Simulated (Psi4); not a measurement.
**BF2 (SMILES F[B]F): levels of theory compared**

We compute a comparison of 5 runs (UHF/3-21G, UPBE0/def2-SVP, USVWN5/def2-SVPD, UMP2/pcseg-2, UCCSD/pcseg-1) of BF2. 

The calculation is run with Psi4 1.11.

4 further runs of the same task are left out: 3 that didn't finish, 1 set aside as unsound or not needed.

**1. The system as given**

BF2 has 3 atoms, charge 0, and is taken as a doublet. As SMILES, `F[B]F`. The coordinates come from a PBE0-D4/def2-TZVP relaxation.

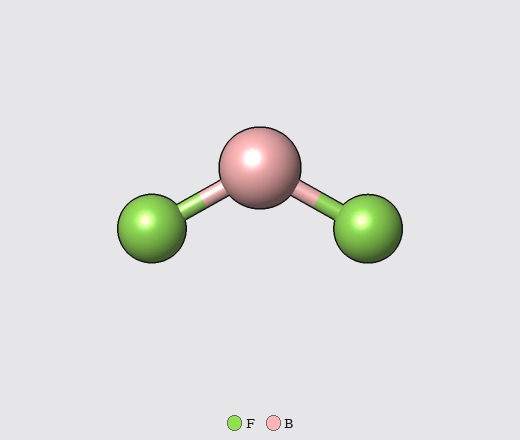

The structure, seen from a chosen angle (fluorine green, boron pink).

**2. The energy at UHF/3-21G (run 1)**

run.py

```python
import psi4

psi4.set_memory(1600000000)
psi4.set_num_threads(1)
psi4.core.set_output_file('psi4.out', False)

mol = psi4.geometry("""
0 2
F
B 1 1.306127
F 2 1.306177 1 121.13842
symmetry c1
no_reorient
no_com
""")

psi4.set_options({
    'basis': '3-21G',
    'reference': 'uhf',
    'puream': True,
    'e_convergence': 1e-09,
    'd_convergence': 1e-08,
    'scf_type': 'pk',
    'maxiter': 200,
})

energy_value = psi4.energy("scf", molecule=mol)
print(f'total energy {energy_value:.8f} hartree = {energy_value * 27.211386:.5f} eV')
```

The run is started by

```console
$ python run.py
```

psi4.out:

```text
[...]
  Running in c1 symmetry.
[...]
  Nuclear repulsion =   55.302287879686446
[...]
  Multiplicity = 2
[...]
  Nalpha       = 12
  Nbeta        = 11
[...]
    Number of basis functions: 27
[...]
   @UHF iter   1:  -222.36466848459841   -7.67983e-01   1.22962e-02 ADIIS/DIIS
[...]
   @UHF iter  12:  -222.41026707214937   -2.84217e-14   2.61257e-09 DIIS
[...]
   @S^2 Observed:                7.524980608E-01
[...]
    Orbital Energies [Eh]
    ---------------------
    Alpha Occupied:
       1A    -26.206114     2A    -26.205825     3A     -7.727122
       4A     -1.660450     5A     -1.627410     6A     -0.816787
       7A     -0.764421     8A     -0.738648     9A     -0.716218
      10A     -0.654303    11A     -0.648948    12A     -0.402961
    Alpha Virtual:
      13A      0.129130    14A      0.334288    15A      0.346870
      16A      0.582407    17A      0.589163    18A      0.837519
      19A      0.919184    20A      2.184542    21A      2.238608
      22A      2.293230    23A      2.332996    24A      2.399470
      25A      2.452374    26A      3.888825    27A      4.051286
[...]
  @UHF Final Energy:  -222.41026707214937
   => Energetics <=
    Nuclear Repulsion Energy =             55.3022878796864461
    One-Electron Energy =                -419.6369808908956429
    Two-Electron Energy =                 141.9244259390598302
    Total Energy =                       -222.4102670721493666
  UHF NO Occupations:
  HONO-2 :   10  A 1.9995808
  HONO-1 :   11  A 1.9993407
[...]
 Multipole Moments:
 ------------------------------------------------------------------------------------
     Multipole            Electronic (a.u.)      Nuclear  (a.u.)        Total (a.u.)
 ------------------------------------------------------------------------------------
 L = 1.  Multiply by 2.5417464519 to convert [e a0] to [Debye]
 Dipole X            :         -0.4571301            0.1763971           -0.2807331
 Dipole Y            :         -0.2578013            0.0995117           -0.1582896
 Dipole Z            :         -0.0000000            0.0000000           -0.0000000
 Magnitude           :                                                    0.3222835
[...]
```

The script printed:

```text
total energy -222.41026707 hartree = -6052.09163 eV
```

Run time: 1.2 s. Hardware: 1 thread of Intel Xeon 6975P-C (Granite Rapids), shared host; peak memory 0.18 GiB.

**3. Energy and gradient at UPBE0/def2-SVP (run 2)**

job.json

```json
{
  "schema_name": "qcschema_input",
  "schema_version": 1,
  "molecule": {
    "schema_name": "qcschema_molecule",
    "schema_version": 2,
    "symbols": ["F", "B", "F"],
    "geometry": [0.96961847, -1.97344099, 0.30235618, 0.52723359, 0.45447913, 0.34260735, -1.51726111, 1.39631863, -0.67009688],
    "molecular_charge": 0,
    "molecular_multiplicity": 2,
    "fix_symmetry": "c1"
  },
  "driver": "gradient",
  "model": {
    "method": "pbe0",
    "basis": "def2-SVP"
  },
  "keywords": {
    "reference": "uks",
    "puream": true,
    "e_convergence": 1e-09,
    "d_convergence": 1e-08,
    "scf_type": "pk",
    "dft_radial_points": 99,
    "dft_spherical_points": 590,
    "maxiter": 200
  }
}
```

The run is started by

```console
$ psi4 --qcschema job.json -n 1 --memory 1600MB
```

stdout:

```text
[...]
  Running in c1 symmetry.
[...]
  Nuclear repulsion =   55.302284354231006
[...]
  Multiplicity = 2
[...]
  Nalpha       = 12
  Nbeta        = 11
[...]
    Number of basis functions: 42
[...]
   @UKS iter   1:  -224.12189140980689   -4.07169e-01   9.42040e-03 ADIIS/DIIS
[...]
   @UKS iter  11:  -224.17043415063873   -8.52651e-13   2.50948e-09 DIIS
[...]
   @S^2 Observed:                7.516747091E-01
[...]
    Orbital Energies [Eh]
    ---------------------
    Alpha Occupied:
       1A    -24.812957     2A    -24.812939     3A     -6.929733
       4A     -1.275309     5A     -1.248842     6A     -0.615900
       7A     -0.578002     8A     -0.531843     9A     -0.529722
      10A     -0.473745    11A     -0.463402    12A     -0.259654
    Alpha Virtual:
      13A     -0.018834    14A      0.128948    15A      0.150236
      16A      0.232555    17A      0.275683    18A      0.432360
      19A      0.486513    20A      0.998585    21A      1.010648
      22A      1.060571    23A      1.089385    24A      1.092452
      25A      1.229099    26A      1.262413    27A      1.281720
[...]
  @UKS Final Energy:  -224.17043415063873
   => Energetics <=
    Nuclear Repulsion Energy =             55.3022843542310056
    One-Electron Energy =                -420.8480195396116983
    Two-Electron Energy =                 160.1410682194620847
    DFT Exchange-Correlation Energy =     -18.7657671847201115
    Empirical Dispersion Energy =           0.0000000000000000
    VV10 Nonlocal Energy =                  0.0000000000000000
    Total Energy =                       -224.1704341506387266
[...]
 Multipole Moments:
 ------------------------------------------------------------------------------------
     Multipole            Electronic (a.u.)      Nuclear  (a.u.)        Total (a.u.)
 ------------------------------------------------------------------------------------
 L = 1.  Multiply by 2.5417464519 to convert [e a0] to [Debye]
 Dipole X            :          0.2320232           -0.1595680            0.0724552
 Dipole Y            :          0.1812492           -0.1247259            0.0565233
 Dipole Z            :         -0.0000000           -0.0000000           -0.0000000
 Magnitude           :                                                    0.0918947
[...]
  -Total Gradient:
     Atom            X                  Y                   Z
    ------   -----------------  -----------------  -----------------
       1        0.000380220250     0.000431432598     0.000000000000
       2       -0.000841918168    -0.000702822230    -0.000000000000
       3        0.000473105195     0.000280310667     0.000000000000
[...]
```

The result, in JSON:

```text
{
 "driver": "gradient",
 "model": {
  "method": "pbe0",
  "basis": "def2-SVP"
 },
 "success": true,
 "return_result": [0.00038022025008140753, 0.000431432597924053, 6.538866316285638e-15, -0.0008419181681492416, -0.0007028222297312259, -4.501853658668886e-15, 0.0004731051954380838, 0.00028031066683317785, 3.3297754360419084e-15],
 "properties": {
  "calcinfo_nbasis": 42,
  "calcinfo_nmo": 42,
  "calcinfo_nalpha": 12,
  "calcinfo_nbeta": 11,
  "calcinfo_natom": 3,
  "nuclear_repulsion_energy": 55.302284354231006,
  "return_energy": -224.17043415063873,
  "return_gradient": [0.00038022025008140753, 0.000431432597924053, 6.538866316285638e-15, -0.0008419181681492416, -0.0007028222297312259, -4.501853658668886e-15, 0.0004731051954380838, 0.00028031066683317785, 3.3297754360419084e-15],
  "scf_one_electron_energy": -420.8480195396117,
  "scf_two_electron_energy": 160.14106821946208,
  "scf_xc_energy": -18.76576718472011,
  "scf_dipole_moment": [0.07245519338127515, 0.05652325772197153, -1.0834246312172624e-15],
  "scf_total_energy": -224.17043415063873,
  "scf_total_gradient": [0.00038022025008140753, 0.000431432597924053, 6.538866316285638e-15, -0.0008419181681492416, -0.0007028222297312259, -4.501853658668886e-15, 0.0004731051954380838, 0.00028031066683317785, 3.3297754360419084e-15],
  "scf_iterations": 11
 }
}
```

It took 4.8 s on 1 thread of Intel Xeon 6975P-C (Granite Rapids), shared host; peak memory 0.41 GiB.

Run 3 isn't shown in full; the table further down has it.

**4. A single-point energy at UMP2/pcseg-2 (run 4)**

bf2.xyz

```xyz
3
BF2
F      0.513100    -1.044300     0.160000
B      0.279000     0.240500     0.181300
F     -0.802900     0.738900    -0.354600
```

run.py

```python
import psi4

psi4.set_memory(1600000000)
psi4.set_num_threads(1)
psi4.core.set_output_file('output.dat', False)

with open('bf2.xyz') as f:
    atoms = ''.join(f.readlines()[2:])
mol = psi4.geometry('0 2\n' + atoms + 'symmetry c1\nno_reorient\nno_com')

psi4.set_options({
    'basis': 'pcseg-2',
    'reference': 'uhf',
    'puream': True,
    'e_convergence': 1e-09,
    'd_convergence': 1e-08,
    'scf_type': 'pk',
    'num_frozen_docc': 3,
    'mp2_type': 'conv',
    'maxiter': 200,
})

result = psi4.energy('mp2')
print(f'mp2 energy: {result:.10f} Eh')
for k, v in sorted(psi4.core.scalar_variables().items()):
    print(f'{k:45s} {v:18.10f}')
```

The run is started by

```console
$ python run.py
```

output.dat:

```text
[...]
  Running in c1 symmetry.
[...]
  Nuclear repulsion =   55.302284297814481
[...]
  Multiplicity = 2
[...]
  Nalpha       = 12
  Nbeta        = 11
[...]
    Number of basis functions: 90
[...]
   @UHF iter   1:  -223.65194537520580   -8.49998e-01   4.49630e-03 ADIIS/DIIS
[...]
   @UHF iter  12:  -223.70906476707628   -9.97602e-12   6.83235e-09 DIIS
[...]
   @S^2 Observed:                7.521275707E-01
[...]
    Orbital Energies [Eh]
    ---------------------
    Alpha Occupied:
       1A    -26.328295     2A    -26.328274     3A     -7.751269
       4A     -1.671334     5A     -1.642793     6A     -0.845468
       7A     -0.793351     8A     -0.755937     9A     -0.734376
      10A     -0.678907    11A     -0.678794    12A     -0.414279
    Alpha Virtual:
      13A      0.083639    14A      0.136551    15A      0.138596
      16A      0.163166    17A      0.212590    18A      0.449402
      19A      0.457811    20A      0.587755    21A      0.597845
      22A      0.624376    23A      0.657006    24A      0.669626
      25A      0.744846    26A      0.889212    27A      0.900992
[...]
  @UHF Final Energy:  -223.70906476707628
   => Energetics <=
    Nuclear Repulsion Energy =             55.3022842978144809
    One-Electron Energy =                -421.3203351829553185
    Two-Electron Energy =                 142.3089861180645528
    Total Energy =                       -223.7090647670762849
  UHF NO Occupations:
  HONO-2 :   10  A 1.9995969
  HONO-1 :   11  A 1.9994719
[...]
 Multipole Moments:
 ------------------------------------------------------------------------------------
     Multipole            Electronic (a.u.)      Nuclear  (a.u.)        Total (a.u.)
 ------------------------------------------------------------------------------------
 L = 1.  Multiply by 2.5417464519 to convert [e a0] to [Debye]
 Dipole X            :          2.4531504           -2.2926157            0.1605347
 Dipole Y            :          3.0704912           -2.9217056            0.1487857
 Dipole Z            :          1.7021236           -1.5966296            0.1054940
 Magnitude           :                                                    0.2429764
[...]
	SCS-MP2 Total Energy (a.u.)        :  -224.24263179590844
	SOS-MP2 Total Energy (a.u.)        :  -224.19317414117896
	SCSN-MP2 Total Energy (a.u.)       :  -223.97020118404797
[...]
	SOS-PI-MP2 Total Energy (a.u.)     :  -224.27385903686272
[...]
	MP2 Total Energy (a.u.)            :  -224.26086220968364
[...]
```

Standard output:

```text
mp2 energy: -224.2608622097 Eh
CURRENT CORRELATION ENERGY                         -0.5517974426
CURRENT ENERGY                                   -224.2608622097
CURRENT REFERENCE ENERGY                         -223.7090647671
DD SOLVATION ENERGY                                 0.0000000000
HF KINETIC ENERGY                                 223.9842525675
HF POTENTIAL ENERGY                              -447.6933173346
HF TOTAL ENERGY                                  -223.7090647671
HF VIRIAL RATIO                                     1.9987713967
MP2 CORRELATION ENERGY                             -0.5517974426
MP2 DOUBLES ENERGY                                 -0.5517974426
MP2 OPPOSITE-SPIN CORRELATION ENERGY               -0.4034244784
MP2 SAME-SPIN CORRELATION ENERGY                   -0.1483729642
MP2 SINGLES ENERGY                                  0.0000000000
MP2 TOTAL ENERGY                                 -224.2608622097
NUCLEAR REPULSION ENERGY                           55.3022842978
ONE-ELECTRON ENERGY                              -421.3203351830
PCM POLARIZATION ENERGY                             0.0000000000
PE ENERGY                                           0.0000000000
SCF ITERATION ENERGY                             -223.7090647671
SCF ITERATIONS                                     12.0000000000
SCF TOTAL ENERGY                                 -223.7090647671
SCS(N)-MP2 CORRELATION ENERGY                      -0.2611364170
SCS(N)-MP2 TOTAL ENERGY                          -223.9702011840
SCS-MP2 CORRELATION ENERGY                         -0.5335670288
SCS-MP2 TOTAL ENERGY                             -224.2426317959
SCS-MP2-VDW CORRELATION ENERGY                     -0.5905698145
SCS-MP2-VDW TOTAL ENERGY                         -224.2996345815
SOS-MP2 CORRELATION ENERGY                         -0.4841093741
SOS-MP2 TOTAL ENERGY                             -224.1931741412
SOS-PI-MP2 CORRELATION ENERGY                      -0.5647942698
SOS-PI-MP2 TOTAL ENERGY                          -224.2738590369
TWO-ELECTRON ENERGY                               142.3089861181
```

Run time: 3.9 s. Hardware: 1 thread of Intel Xeon 6975P-C (Granite Rapids), shared host; peak memory 0.47 GiB.

**5. The energy at UCCSD/pcseg-1 (run 5)**

calc.inp

```
memory 1.6 GB

molecule {
  0 2
  F      0.96961847    -1.97344099     0.30235618
  B      0.52723359     0.45447913     0.34260735
  F     -1.51726111     1.39631863    -0.67009688
  units au
}

set reference uhf
set scf_type pk

e_tot, wfn = energy("ccsd/pcseg-1", return_wfn=True)
```

The run is started by

```console
$ psi4 -n 1 calc.inp calc.out
```

calc.out:

```text
[...]
  Running in cs symmetry.
[...]
  Nuclear repulsion =   55.302284354231006
[...]
  Multiplicity = 2
[...]
  Nalpha       = 12
  Nbeta        = 11
[...]
    Number of basis functions: 42
[...]
   @UHF iter   1:  -223.49458209414172   -7.92543e-01   1.18027e-02 ADIIS/DIIS
[...]
   @UHF iter  13:  -223.54915827755451   -3.69482e-13   2.04169e-09 DIIS
[...]
   @S^2 Observed:                7.521018720E-01
[...]
    Orbital Energies [Eh]
    ---------------------
    Alpha Occupied:
       1Ap   -26.316277     2Ap   -26.316255     3Ap    -7.759539
       4Ap    -1.681368     5Ap    -1.652733     6Ap    -0.850443
       7Ap    -0.797420     8Ap    -0.760002     1App   -0.736853
       2App   -0.680482     9Ap    -0.679681    10Ap    -0.415875
    Alpha Virtual:
       3App    0.105131    11Ap     0.235198    12Ap     0.243072
      13Ap     0.378799     4App    0.400705    14Ap     0.709638
      15Ap     0.726243    16Ap     1.216557    17Ap     1.261984
       5App    1.298389    18Ap     1.333547     6App    1.386564
      19Ap     1.463598     7App    1.677740    20Ap     1.679813
[...]
  @UHF Final Energy:  -223.54915827755451
   => Energetics <=
    Nuclear Repulsion Energy =             55.3022843542310056
    One-Electron Energy =                -420.9617681618859706
    Two-Electron Energy =                 142.1103255301004538
    Total Energy =                       -223.5491582775545112
  UHF NO Occupations:
  HONO-2 :    2App 1.9995779
  HONO-1 :    9 Ap 1.9995041
[...]
 Multipole Moments:
 ------------------------------------------------------------------------------------
     Multipole            Electronic (a.u.)      Nuclear  (a.u.)        Total (a.u.)
 ------------------------------------------------------------------------------------
 L = 1.  Multiply by 2.5417464519 to convert [e a0] to [Debye]
 Dipole X            :          0.3948183           -0.1595680            0.2352504
 Dipole Y            :          0.3084879           -0.1247259            0.1837620
 Dipole Z            :          0.0000000            0.0000000            0.0000000
 Magnitude           :                                                    0.2985150
[...]
      * MP2 total energy                      = -223.980275063731312
[...]
      * CCSD total energy                     = -223.983083388242562
[...]
```

It took 4.5 s on 1 thread of Intel Xeon 6975P-C (Granite Rapids), shared host; peak memory 0.21 GiB.

**6. The series**

```tsv
run	level	task	integration grid	energy (Eh)	dipole moment (D)	HOMO energy (eV)	LUMO energy (eV)	wall time
1	UHF/3-21G	energy	–	-222.410267	0.82	-10.97	2.50	1.2 s
2	UPBE0/def2-SVP	gradient	99 radial × 590 angular	-224.170434	0.23	-7.07	-1.97	4.8 s
3	USVWN5/def2-SVPD	gradient	99 radial × 590 angular	-222.871360	0.17	-5.84	-3.87	4.5 s
4	UMP2/pcseg-2	energy	–	-224.260862	–	-11.27	1.36	3.9 s
5	UCCSD/pcseg-1	energy	–	-223.983083	–	-11.32	2.00	4.5 s
```

**7. What came out**

| quantity | value |
| --- | --- |
| run 5: total energy | -223.98308 Eh |
| run 5: HOMO energy (Hartree–Fock orbitals) (highest over α and β) | -11.32 eV |
| run 5: LUMO energy (Hartree–Fock orbitals) (lowest over α and β) | 2.00 eV |
| run 5: correlation energy | -433.9 mEh |
| run 5: ⟨S²⟩ of the reference determinant | 0.752 |
| run 5: T1 diagnostic | 0.020 |

**Reading.** Over runs 1, 2, 3 the dipole moment (its size) runs from 0.17 D (USVWN5/def2-SVPD) to 0.82 D (UHF/3-21G). The two ends differ in method and basis. Totals of different functionals can't be ranked against each other. All runs together took 19 s, the longest 4.8 s.
